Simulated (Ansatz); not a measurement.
# HfC: how the settings move a single-point run

Question: which choices in the input matter for HfC?

Method: reference: DFT, LDA, all-electron LAPW, scalar-relativistic, in Ansatz 0.2.0.

1 further run of the same task is left out (it didn't finish).

### 1 The starting structure

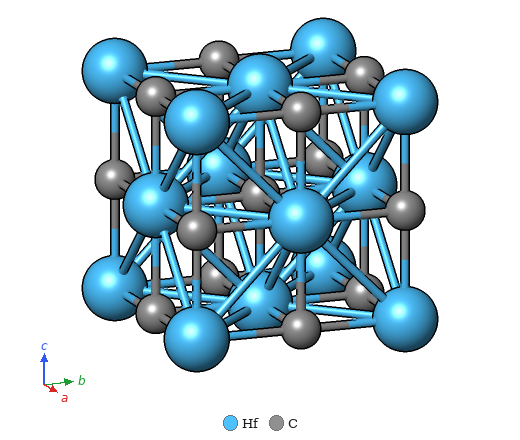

The starting structure, seen slightly off an axis (hafnium blue, carbon grey). Atoms on the faces are drawn again on the opposite ones. The cell drawn here is the conventional one.

Coordinates:

```
CELL_PARAMETERS angstrom
0.00000 2.27024 2.27024
2.27024 0.00000 2.27024
2.27024 2.27024 0.00000
ATOMIC_POSITIONS crystal
Hf 0.00000 0.00000 0.00000
C 0.50000 0.50000 0.50000
```

### 2 Reference

The input, input.yaml:

```yaml
crystal:
  lattice:
    - [0.0, 2.2702394045, 2.2702394045]
    - [2.2702394045, 0.0, 2.2702394045]
    - [2.2702394045, 2.2702394045, 0.0]
  atoms:
    - { symbol: Hf, position: [0.0, 0.0, 0.0] }
    - { symbol: C, position: [0.5, 0.5, 0.5] }
kpoints:
  mp_grid: { grid: [14, 14, 14] }
scf:
  occupations: { method: fermi_dirac, width: 0.05 }
hamiltonian:
  xc: lda
  pseudopotentials: { kind: all_electron, lapw: { basis_error: 0.0005 } }
output:
  forces: true
  stress: true
  eigenvalues: true
```

Run with:

```sh
> ansatz run input.yaml --threads 1 --pin off --max-ram 2048MiB --backend cpu --events-out ev --progress --plain --runs-dir out
```

From the output:

```text
[...]
Basis set: ecut = 345.65423014957565 eV, 331 PW (Γ), exchange–correlation at level 2
[...]
k-points: 104 of 2744
[...]
SCF iter   1: F=—  HF=-411038.912017 eV  |F-HF|=—  |Δ(HF+E_count)|=         —  Δρ=1.36e-1  dr2=5.81e0  ethr=1.21e-2  ⟨swp⟩=2.0  Hψ=18313  notcnv=0
preconditioner: auto → Kerker (q_TF=auto, 3.075 Å⁻¹)  [metal: Δε(μ)=0.108 eV  Ē_g=18.310 eV  σ=0.050 eV  W_gap=0.49  n_scr=14 (ndim 8)  ℏωp=40.6 eV  f_vac=0.000  D(μ)=0.10/eV (n_scr^D=0)]
[...]
SCF iter   2: F=—  HF=-411036.997212 eV  |F-HF|=—  |Δ(HF+E_count)|=    1.91e0  Δρ=3.11e-2  dr2=2.67e-1  ethr=5.57e-4  ⟨swp⟩=2.0  Hψ=15390  notcnv=0
[...]
SCF iter   9: F=—  HF=-411036.890610 eV  |F-HF|=—  |Δ(HF+E_count)|=   1.15e-6  Δρ=4.20e-5  dr2=4.76e-7  ethr=7.22e-9  ⟨swp⟩=2.6  Hψ=9158  notcnv=0
SCF iter  10: F=-411036.890610 eV  HF=-411036.890610 eV  |F-HF|=3.40e-8  |Δ(HF+E_count)|=   1.20e-7  Δρ=1.17e-5  dr2=3.52e-8  ethr=9.92e-10  ⟨swp⟩=2.6  Hψ=9148  notcnv=0
[...]
SCF converged after 10 iterations
Free energy (F): -411036.890610 eV
[...]
E sigma→0 (E₀):  -411036.889423 eV
[...]
Fermi energy:    21.779028 eV
[...]
  P = ⅓ Tr σ = 5.8793 GPa (58.793 kbar)
[...]
```

It took 27 s on 1 thread, shared host.

### 3 Changing settings: hubbard.sites [{species: Hf, l: d, u_eff: 2.0}], hubbard.double_counting fll

Edit input.yaml of step 2 so:

```diff
@@ -15,2 +15,3 @@
   pseudopotentials: { kind: all_electron, lapw: { basis_error: 0.0005 } }
+  hubbard: { sites: [{ species: Hf, l: d, u_eff: 2.0 }], double_counting: fll }
 output:
```

Run with:

```sh
> ansatz run input.yaml --threads 1 --pin off --max-ram 2048MiB --backend cpu --events-out ev --progress --plain --runs-dir out
```

Log, cut to the lines that bear on the results:

```text
Hf: projections on atomic orbitals take those of the free atom 1s2 2s2 2p6 3s2 3p6 3d10 4s2 4p6 4d10 4f14 5s2 5p6 5d2 6s2, of charge +0.00 (hamiltonian.pseudopotentials.projection_atoms)
C: projections on atomic orbitals take those of the free atom 1s2 2s2 2p2, of charge +0.00 (hamiltonian.pseudopotentials.projection_atoms)
LAPW: plane waves up to 9.525 Å⁻¹, error target 5.0e-4 eV per atom; small_component_spin mean_spin; C in spheres of 0.933 Å, 6 of its electrons in bands, Dirac shells []; Hf in spheres of 1.337 Å, 42 of its electrons in bands, Dirac shells []
[...]
Pseudopotentials: kind: all_electron
Pseudopotential: Hf, LAPW, valence charge 42, Koelling and Harmon's equation, gaussian nucleus
Pseudopotential: C, LAPW, valence charge 6, Koelling and Harmon's equation, gaussian nucleus
Functional definition: SPW92
[...]
Crystal: 2 atoms, lattice volume = 23.402 Å³
Basis set: ecut = 345.65423014957565 eV, 331 PW (Γ), exchange–correlation at level 2
Bands: 29, of which v1, the nominal top of the filled ones, is band 24 counted from 1 (23 counted from 0)
Symmetry: 48 space group operations
Space group: Fm-3m (ITA 225), of the structure as read, at distance tolerance 2.9e-5 Å
k-points: 104 of 2744
[...]
SCF iter   1: F=—  HF=-411037.257964 eV  |F-HF|=—  |Δ(HF+E_count)|=         —  Δρ=1.50e-1  dr2=7.07e0  ethr=1.47e-2  ⟨swp⟩=2.0  Hψ=18037  notcnv=0
[...]
the basis was enlarged: its passes take 222.7 KiB over the memory plan, 1 of 1 planned eigensolver slots
[...]
SCF iter   8: F=-411034.846272 eV  HF=-411034.846272 eV  |F-HF|=3.06e-8  |Δ(HF+E_count)|=   1.64e-7  Δρ=1.12e-5  dr2=1.45e-8  ethr=1.80e-9  ⟨swp⟩=2.7  Hψ=9160  notcnv=0
[...]
SCF converged after 8 iterations
Free energy (F): -411034.846272 eV
[...]
E sigma→0 (E₀):  -411034.845074 eV
Entropy (-TS):   -0.002395 eV (-1.198 meV/atom)
Fermi energy:    22.009764 eV
[...]
--- Forces (eV/Å), atoms counted from 1 ---
  atom   1  Hf    -0.00000000     0.00000000     0.00000000
  atom   2  C      0.00000000    -0.00000000    -0.00000000
[...]
--- Stress (GPa, compression-positive) ---
        9.286490       0.000000      -0.000000
        0.000000       9.286490       0.000000
       -0.000000       0.000000       9.286490
  P = ⅓ Tr σ = 9.2865 GPa (92.865 kbar)
--- Band table (eV; the first three rows and the last of 104) ---
[...]
Occupation matrices written to <dir>
```

Wall time 29 s (1 thread, shared host).

Changing the Hubbard U moves the energy by +1.02 eV/atom, and the pressure goes from 5.9 to 9.3 GPa. The U term adds an energy of its own, so the shift says nothing about which run is better. Cost: 8 SCF cycles against 10.

### 4 All runs together

| run | ending | energy change | pressure (GPa) | gap (eV) | force (eV/Å) | cycles | time |
| --- | --- | --- | --- | --- | --- | --- | --- |
| reference | converged | 0 | 5.9 | 0.00 | 0.00 | 10 | 27 s |
| 1: hubbard.sites [{species: Hf, l: d, u_eff: 2.0}], hubbard.double_counting fll | converged | +1.02 eV/atom (U changed: no physical gain or loss) | 9.3 | 0.00 | 0.00 | 8 | 29 s |

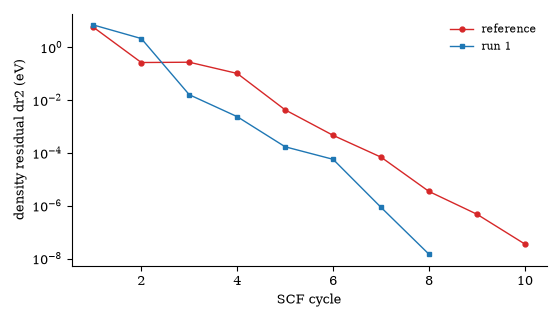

Residual by cycle in the longest SCF loop of each run; runs are numbered as in the table.

**Reading.** Changing the Hubbard U moves the energy by +1.02 eV/atom, and the pressure goes from 5.9 to 9.3 GPa. The U term adds an energy of its own, so the shift says nothing about which run is better. Cost: 8 SCF cycles against 10. A changed U is a change of model: its shifts are not errors of convergence.
